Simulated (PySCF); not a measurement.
# Atomic calculation, with input and output: Cr²⁺

- system: Cr²⁺, configuration 1s2 2s2 2p6 3s2 3p6 3d4, multiplicity 5.
- method: unrestricted HF, def2-SVP, non-relativistic, point nucleus (PySCF)

Input:
```python
from pyscf import gto, scf, dft, mp, cc
import basis_set_exchange as bse
mol = gto.M(atom="Cr 0 0 0", charge=2, spin=4, symmetry="D2h",
            basis=gto.basis.parse(bse.get_basis("def2-SVP", elements=["Cr"], fmt="nwchem", header=False)))
mf = scf.UHF(mol)
mf.irrep_nelec = {'Ag': (4, 3), 'B1g': (1, 0), 'B2g': (1, 0), 'B3g': (1, 0), 'B1u': (2, 2), 'B2u': (2, 2), 'B3u': (2, 2)}
mf.kernel()
```

The script is an equivalent of what the driver set up; the driver started from orbitals of its own, so the log can be shorter than this script's would be, and it computed the properties (radii, ⟨L²⟩, response) afterwards. It held the occupations shell by shell, which the script's counts by irreducible representation don't always enforce.

Hardware: 1 thread of Arm Neoverse V2, 23 GiB of memory available, shared host.

Launched within a batch (the task file carries these settings):
```bash
OMP_NUM_THREADS=1 python <driver script> TASK.json OUT
```

Log (extracts):
```
damping factor = 0
level_shift factor = 0
DIIS = <class 'pyscf.scf.diis.CDIIS'>
diis_start_cycle = 1
diis_space = 10
diis_damp = 0
SCF conv_tol = 1e-09
SCF conv_tol_grad = None
number electrons alpha = 13  beta = 9
cycle= 1 E= -1042.41975716748  delta_E= -0.00374  |g|= 0.0207  |ddm|= 0.0404
cycle= 2 E= -1042.41986157222  delta_E= -0.000104  |g|= 0.00398  |ddm|= 0.00719
cycle= 3 E= -1042.41986608507  delta_E= -4.51e-06  |g|= 0.00029  |ddm|= 0.00189
cycle= 4 E= -1042.41986611651  delta_E= -3.14e-08  |g|= 2.16e-05  |ddm|= 0.000207
cycle= 5 E= -1042.41986611704  delta_E= -5.22e-10  |g|= 5.3e-06  |ddm|= 4.11e-05
converged SCF energy = -1042.41986611704  <S^2> = 6.0009777  2S+1 = 5.0003911
```

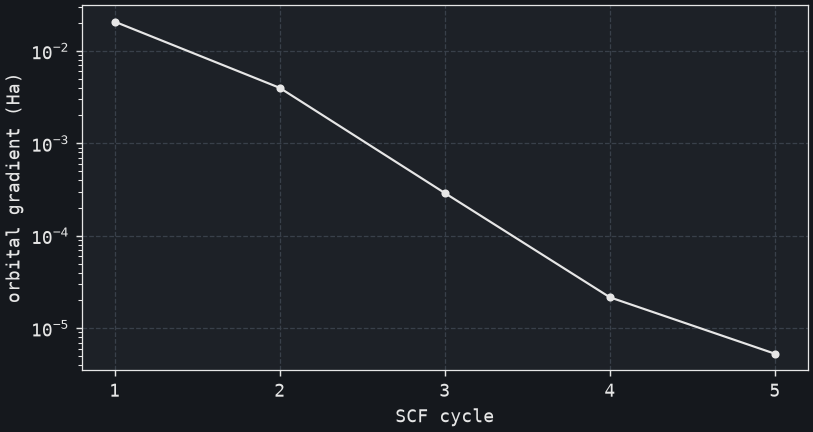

*Convergence: orbital gradient against the SCF cycle.*

The residual falls at every step. It goes from 0.021 to 5.3×10⁻⁶ in 5 steps.

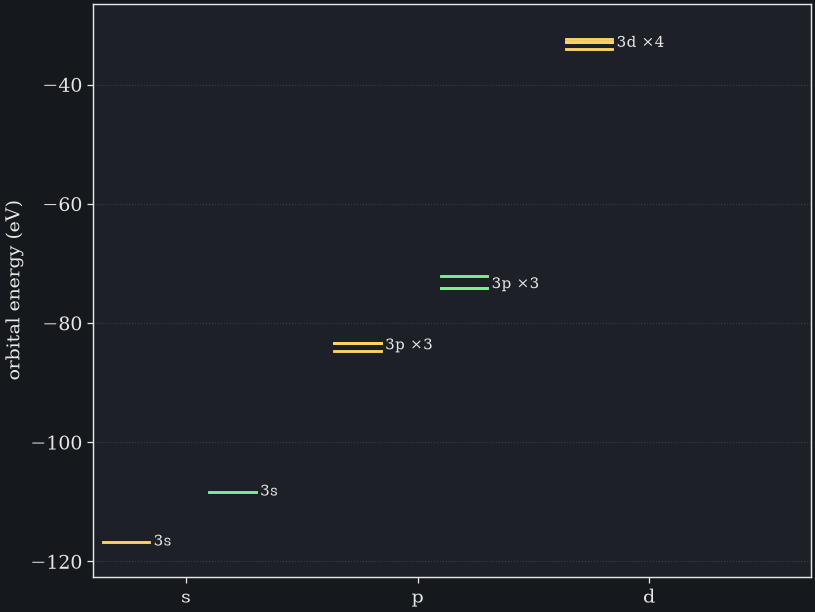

*Orbital energies of the mean field, from the top down to −116.7 eV, by angular momentum, α spin at the left of each column and β at the right; ×n counts the orbitals under one label.*

The highest filled orbital is 3d α at −32.4 eV, the lowest empty one s α at −13.9 eV.

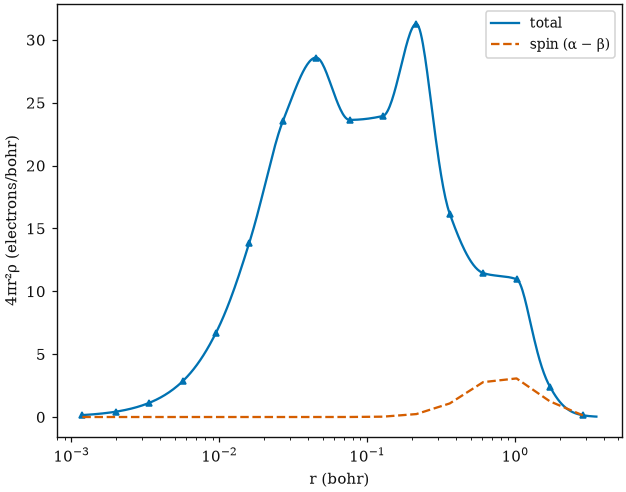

*Spherically averaged radial density 4πr²ρ of the mean field and its spin part; markers are the stored points, which are sparse, and the line is a monotone interpolation between them.*

The largest stored value is 31.3 electrons/bohr at r = 0.22 bohr. Root-mean-square radii of the shells: 1s 0.0743, 2p 0.288, 2s 0.319, 3s 0.977, 3p 1.05, 3d 1.33 bohr.

Results in brief:

```
                                             quantity               value
                                              outcome           converged
                                         total energy  −1042.4199 hartree
                                       kinetic energy   1041.2857 hartree
−E/T (1 by the virial theorem at the basis-set limit)              1.0011
                                                 ⟨S²⟩               6.001
                                                 ⟨L²⟩                6.01
                                       SCF iterations                   5
```
